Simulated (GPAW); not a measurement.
# HfSi2P4 monolayer: work function by functional and basis, part 2 of 2

Wanted: work functions and dipole of HfSi2P4 monolayer, with the cost of each level.

GPAW 26.7.0; GPAW, PAW setups; layer in a repeated cell with vacuum, relaxation of atoms and in-plane cell (the session's first sound run).

So far, upper work function (eV): step 3 (plane waves, PBE) 5.52; step 4 (revPBE) 5.43; step 5 (RPBE) 5.43; step 6 (GPAW, PAW setups) 5.72; step 7 (LDA) 5.75.

### 8. Self-consistent run: xc = "vdW-DF2"

Level of this step: GPAW, PAW setups; slab in vacuum (GPAW).

The same geometry under vdW-DF2, to see how far the functional moves the levels against the vacuum (the van der Waals functionals take revPBE setups).

File run.py:

```python
import json
import numpy as np
from ase import Atoms
from gpaw import GPAW, PW

slab = Atoms(
    ['P', 'Si', 'P', 'Hf', 'P', 'Si', 'P'],
    positions=[
        [-0.00000, 0.00000, 7.00000],
        [-0.00000, 2.10192, 7.97438],
        [-0.00000, 2.10192, 10.22693],
        [-0.00000, -0.00000, 11.74653],
        [-0.00000, 2.10192, 13.26615],
        [-0.00000, 2.10192, 15.51869],
        [-0.00000, 0.00000, 16.49308]],
    cell=[[3.64064, 0.0, 0.0], [-1.82032, 3.15289, 0.0], [0.0, 0.0, 23.4931]],
    pbc=[True, True, False])

slab.calc = GPAW(mode=PW(400), xc='vdW-DF2', kpts={'size': (9, 9, 1), 'gamma': True},
                 occupations={'name': 'fermi-dirac', 'width': 0.05}, nbands='200%',
                 convergence={'density': 1e-05}, maxiter=200,
                 poissonsolver={'dipolelayer': 'xy'},
                 symmetry={'tolerance': 1e-3}, txt='slab.txt')
result = {}
energy = slab.get_potential_energy()
fermi = slab.calc.get_fermi_level()
v = slab.calc.get_electrostatic_potential().mean((0, 1)) - fermi
n = slab.calc.get_pseudo_density().mean((0, 1))
L = slab.cell[2, 2]
z = np.arange(len(v)) * L / len(v)
low, high = slab.positions[:, 2].min(), slab.positions[:, 2].max()
below, above = np.interp([low - 4.8, high + 4.8], z, v)
slopes = [np.interp(x, z, np.gradient(v, z)) for x in (low - 4.8, high + 4.8)]
eps = np.array([[slab.calc.get_eigenvalues(k, s) for k in range(len(slab.calc.get_ibz_k_points()))]
                for s in range(slab.calc.get_number_of_spins())]) - fermi
top, bottom = eps[eps < 0].max(), eps[eps > 0].min()
dipole = slab.get_dipole_moment()[2]
print(f'energy {energy:.4f} eV, Fermi level {fermi:.4f} eV, dipole {dipole:.5f} e A')
print(f'potential 4.8 A off the faces, from the Fermi level: lower {below:.4f} eV, upper {above:.4f} eV')
print(f'slope of the potential there: lower {slopes[0]:.5f}, upper {slopes[1]:.5f} eV/A')
print(f'nearest levels on the mesh: {top:.4f} and {bottom:.4f} eV')
print('magnetic moment', round(slab.get_magnetic_moment(), 3))
result.update(energy=energy, fermi=fermi, dipole=dipole, below=below, above=above, slopes=slopes, edges=[top, bottom],
              z=z.tolist(), v=v.tolist(), n=n.tolist(), positions=slab.positions.tolist(),
              forces=slab.get_forces(apply_constraint=False).tolist(), moments=slab.get_magnetic_moments().tolist())
json.dump(result, open('result.json', 'w'))
```

Run with:

```console
$ OMP_NUM_THREADS=1 OPENBLAS_NUM_THREADS=1 python run.py
```

Output:

```text
energy -335.5557 eV, Fermi level 0.3468 eV, dipole -0.00059 e A
potential 4.8 A off the faces, from the Fermi level: lower 5.8329 eV, upper 5.8407 eV
slope of the potential there: lower -0.00017, upper 0.00017 eV/A
nearest levels on the mesh: -0.1193 and 0.1730 eV
magnetic moment 0.0
```

The job ended after 81 s (1 thread of Arm Neoverse V1, shared host; peak memory 0.43 GiB).

Numbers from this step:

```
levels nearest the Fermi level on the mesh : -0.1193, 0.1730 eV from the Fermi level
upper work function                        : 5.841 eV
lower work function                        : 5.833 eV
```

The upper face's work function is 5.841 eV, against 5.524 eV in the first plane-wave PBE run at this geometry.

### 9. Real-space grid: mode = "fd"

A real-space grid is a second complete basis, so it checks the plane-wave result.

Changes to run.py since step 8:

```diff
@@ -3,3 +3,3 @@
 from ase import Atoms
-from gpaw import GPAW, PW
+from gpaw import GPAW
 
@@ -18,3 +18,3 @@
 
-slab.calc = GPAW(mode=PW(400), xc='vdW-DF2', kpts={'size': (9, 9, 1), 'gamma': True},
+slab.calc = GPAW(mode='fd', h=0.18, xc='PBE', kpts={'size': (9, 9, 1), 'gamma': True},
                  occupations={'name': 'fermi-dirac', 'width': 0.05}, nbands='200%',
```

Output:

```text
energy -42.2050 eV, Fermi level -5.5207 eV, dipole -0.00049 e A
potential 4.8 A off the faces, from the Fermi level: lower 5.5168 eV, upper 5.5245 eV
slope of the potential there: lower -0.00011, upper 0.00011 eV/A
nearest levels on the mesh: -0.2190 and 0.0023 eV
magnetic moment 0.0
```

Run time: 2.7 min. Hardware: 1 thread; peak memory 0.62 GiB.

This step gave:

| Item | Value |
| --- | --- |
| dipole along the normal | -4.93e-4 e·Å |
| levels nearest the Fermi level on the mesh | -0.2190, 0.002283 eV from the Fermi level |
| upper work function | 5.525 eV |
| lower work function | 5.517 eV |

The electrostatic potential energy of an electron (without an applied field's), less the Fermi level, planar mean oscillates, so the rows of the table below give means over windows of 1.69 Å about each position, cut where the curve ends. Its maxima inside the range that stand out by 2 % of the span (Å: eV): 7.6: -10.8, 9.2: 2.17, 10.9: -5.08, 12.6: -5.07, 14.3: 2.18, 15.9: -10.8. Its minima: 7.0: -13.5, 7.9: -11.7, 10.2: -11.0, 11.7: -17.3, 13.3: -11.0, 15.6: -11.7, 16.5: -13.5.

Electrostatic potential energy of an electron (without an applied field's), less the Fermi level, planar mean against z; means over each step:

```tsv
z (Å)	electrostatic potential energy of an electron (without an applied field's), less the Fermi level, planar mean (eV)
0.84	5.52
2.54	5.52
4.23	5.48
5.92	1.77
7.61	-10.9
9.30	-1.46
10.99	-10.1
12.68	-9.28
14.37	-1.14
16.05	-11.0
17.75	3.04
19.44	5.50
21.12	5.52
22.82	5.52
```

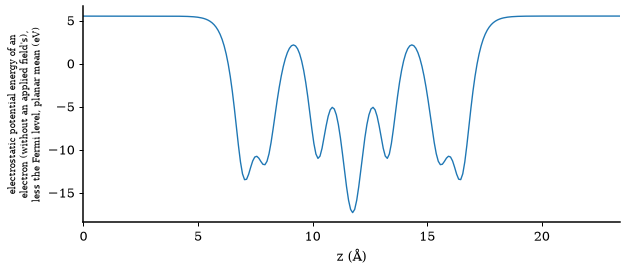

Electrostatic potential energy of an electron (without an applied field's), less the Fermi level, planar mean, plotted against z.

The upper face's work function is 5.525 eV, against 5.524 eV in the first plane-wave PBE run at this geometry.

### 10. Atomic orbitals: mode = "lcao"

Atom-centred orbitals end a few angstrom from the surface, which tests how much the density's tail matters.

Changes to run.py since step 9:

```diff
@@ -18,4 +18,4 @@
 
-slab.calc = GPAW(mode='fd', h=0.18, xc='PBE', kpts={'size': (9, 9, 1), 'gamma': True},
-                 occupations={'name': 'fermi-dirac', 'width': 0.05}, nbands='200%',
+slab.calc = GPAW(mode='lcao', basis='dzp', h=0.18, xc='PBE', kpts={'size': (9, 9, 1), 'gamma': True},
+                 occupations={'name': 'fermi-dirac', 'width': 0.05}, nbands='120%',
                  convergence={'density': 1e-05}, maxiter=200,
```

Output:

```text
energy -41.0589 eV, Fermi level -5.2835 eV, dipole -0.00049 e A
potential 4.8 A off the faces, from the Fermi level: lower 5.2796 eV, upper 5.2874 eV
slope of the potential there: lower 0.00000, upper 0.00000 eV/A
nearest levels on the mesh: -0.2153 and 0.0101 eV
magnetic moment 0.0
```

It took 2 min on 1 thread; peak memory 0.32 GiB.

Numbers from this step:

```yaml
levels_nearest_the_fermi_level_on_the_mesh: -0.2153, 0.01005 eV from the Fermi level
upper_work_function: 5.287 eV
lower_work_function: 5.280 eV
```

The upper face's work function is 5.287 eV, against 5.524 eV in the first plane-wave PBE run at this geometry.

### 11. Cost and result by level

Times are for 1 thread of Arm Neoverse V1, shared host. The runs compared:

```tsv
no.	run	upper work function (eV)	lower work function (eV)	time	memory (GiB)
1	pw	5.524	5.516	65 s	0.24
2	revPBE	5.433	5.426	65 s	0.24
3	RPBE	5.434	5.427	66 s	0.24
4	optPBE vdW	5.722	5.714	77 s	0.42
5	LDA	5.752	5.744	63 s	0.24
6	vdW DF2	5.841	5.833	81 s	0.43
7	fd	5.525	5.517	2.7 min	0.62
8	lcao	5.287	5.280	2 min	0.32
```

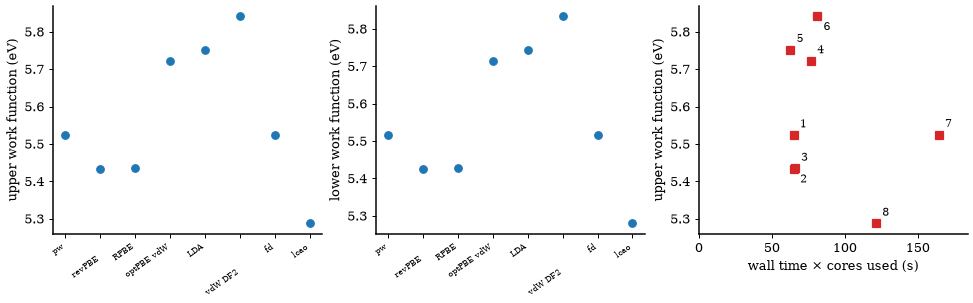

The series as plots; the last panel sets the first result against cost, with the runs numbered as in the table.

### 12. Side by side

Results and costs are gathered.

This step: comparison of work functions, dipole and cost (GPAW 26.7.0).

Ladder, by row:

```tsv
step	code	work function, upper (eV)	work function, lower (eV)	dipole (e Å)	wall time (s)	peak memory (GiB)	threads
pw	GPAW	5.524	5.516	-5.89e-4	64.93	0.24	1
revPBE	GPAW	5.433	5.426	-5.89e-4	65.12	0.24	1
RPBE	GPAW	5.434	5.427	-5.89e-4	65.68	0.24	1
optPBE-vdW	GPAW	5.722	5.714	-5.89e-4	76.75	0.42	1
LDA	GPAW	5.752	5.744	-5.90e-4	62.65	0.24	1
vdW-DF2	GPAW	5.841	5.833	-5.90e-4	81.08	0.43	1
fd	GPAW	5.525	5.517	-4.93e-4	164.4	0.62	1
lcao	GPAW	5.287	5.28	-4.93e-4	121.4	0.32	1
```

### 13. A changed run

One more run, with changed settings.

This step: GPAW, PAW setups; slab in vacuum (GPAW 26.7.0).

Changes to run.py since step 10:

```diff
@@ -3,3 +3,3 @@
 from ase import Atoms
-from gpaw import GPAW
+from gpaw import GPAW, PW
 
@@ -18,5 +18,5 @@
 
-slab.calc = GPAW(mode='lcao', basis='dzp', h=0.18, xc='PBE', kpts={'size': (9, 9, 1), 'gamma': True},
-                 occupations={'name': 'fermi-dirac', 'width': 0.05}, nbands='120%',
-                 convergence={'density': 1e-05}, maxiter=200,
+slab.calc = GPAW(mode=PW(400), xc='PBE', kpts={'size': (1, 1, 1), 'gamma': True},
+                 occupations={'name': 'fermi-dirac', 'width': 0.05}, nbands='200%',
+                 convergence={'density': 1e-05}, maxiter=50,
                  poissonsolver={'dipolelayer': 'xy'},
```

Output:

```text
energy -18.5890 eV, Fermi level 1.0996 eV, dipole -0.00059 e A
potential 4.8 A off the faces, from the Fermi level: lower 5.3645 eV, upper 5.3722 eV
slope of the potential there: lower -0.00027, upper 0.00027 eV/A
nearest levels on the mesh: -0.4289 and 0.3943 eV
magnetic moment 0.0
```

Wall time 7.4 s (1 thread); peak memory 0.19 GiB.

The run finished. A setting was moved off its sound value on purpose, so it serves as a test and not as the result.

The fault put into the input: one k-point (kpts = [1, 1]).

The two runs compared:

```tsv
quantity	this run	sound run	difference
upper work function (eV)	5.3722	5.5237	-0.151
lower work function (eV)	5.3645	5.5159	-0.151
```

The two runs differ clearly in the lower work function: 5.36 eV against 5.52 eV.

### 14. Results

| Property | Result |
| --- | --- |
| work function, upper and lower face | 5.524 and 5.516 eV |
| dipole along the normal | -5.9e-4 e Å |

**Reading.** With plane waves and PBE the work function is 5.52 eV on the upper face and 5.52 eV on the lower. Over the sound runs of the table the upper face's work function spans 5.287 (lcao) to 5.841 eV (vdW-DF2). Atomic orbitals miss the plane-wave value by -0.24 eV, since they describe the tail of the density in the vacuum poorly. The starting lattice was a guess from atomic radii; the relaxation moved it by 5 %. The small printed dipole stands for a step of 9.3 meV from the lower to the upper face, and the probes find 7.8 meV; values this small are near the numerical noise of both. The layer's cell and atoms come from the relaxation; spin-orbit coupling and temperature are left out.

[Logs are printed without paths, hosts, clocks, repeated set-up lines and the standing remarks that a program may print on its own settings, such as how far it seeks lower states.]

[Hosts, paths, dates, database ids (printed as entryN), source tags and the programs' standing remarks are cut or masked in the printed files.]
